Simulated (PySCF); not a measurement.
# C3BiN3 (Bi(CN)3): the cost of one run

Program: PySCF 2.14.0. Level of theory: several levels, as the steps say, no spin–orbit coupling. These are calculated values, not measurements.

4 further runs of the same task are left out: 2 for a known fault of the program, 1 that didn't finish, 1 set aside as unsound or not needed.

## (1) Where the work starts

7 atoms, charge 0, spin multiplicity 1.

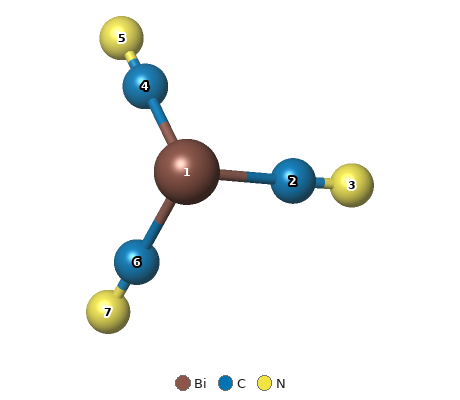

The geometry (bismuth brown, carbon blue, nitrogen yellow); atoms are numbered from 1 in the order of the file.

As a file:

```mol
C3BiN3
  3D, bonds by distance, orders not assigned

  7  6  0  0  0  0  0  0  0  0999 V2000
    0.0000    0.0000    0.7121 Bi  0  0
    1.8617   -0.0000   -0.5228 C   0  0
    2.9006   -0.0000   -1.0525 N   0  0
   -0.9309    1.6123   -0.5228 C   0  0
   -1.4503    2.5120   -1.0525 N   0  0
   -0.9309   -1.6123   -0.5228 C   0  0
   -1.4503   -2.5120   -1.0525 N   0  0
  1  2  8  0
  1  4  8  0
  1  6  8  0
  2  3  8  0
  4  5  8  0
  6  7  8  0
M  END
```

Formal oxidation states: Bi +3. An earlier session relaxed this geometry at r2SCAN, Bi def2-SVP with ECP60, C def2-SVP, N def2-SVP (singlet, point group C3v).

At r2SCAN on the finer grid: E = -492.836585 Eh, HOMO -8.88 eV, LUMO -3.42 eV, Mulliken charge on Bi1 +1.07 e, largest force component 0.018 eV/Å. 

Levels to run: PBE; TPSSh; PBE0; TPSS; r2SCAN, TZVP; r2SCAN, x2c-SVP. Hardware: 2 threads of Arm Neoverse V2, shared host.

## (2) PBE

run.py (the lines that set the calculation)

```python
mol = gto.M(atom='''
Bi     0.00000     0.00000     0.71206
C      1.86174    -0.00001    -0.52278
N      2.90062    -0.00001    -1.05245
C     -0.93086     1.61231    -0.52278
N     -1.45030     2.51201    -1.05245
C     -0.93087    -1.61231    -0.52278
N     -1.45032    -2.51200    -1.05245''',
    basis={'Bi': 'def2-SVP', 'C': 'def2-SVP', 'N': 'def2-SVP'},
    ecp={'Bi': 'def2-SVP'},
    charge=0, spin=0)
mf = dft.RKS(mol, xc='PBE')
mf.grids.atom_grid = (75, 302)
mf = mf.density_fit()  # fitting sets: Bi def2-universal-JKFIT, C def2-universal-JKFIT, N def2-universal-JKFIT
mf.conv_tol = 1e-08; mf.max_cycle = 55
mf.kernel(dm0)  # dm0: the density of the relaxed state
```

The run is started by

```
$ OMP_NUM_THREADS=2 python run.py
```

**Question.** How long does this run take on 2 threads of Arm Neoverse V2, shared host?

About 5.1 s.
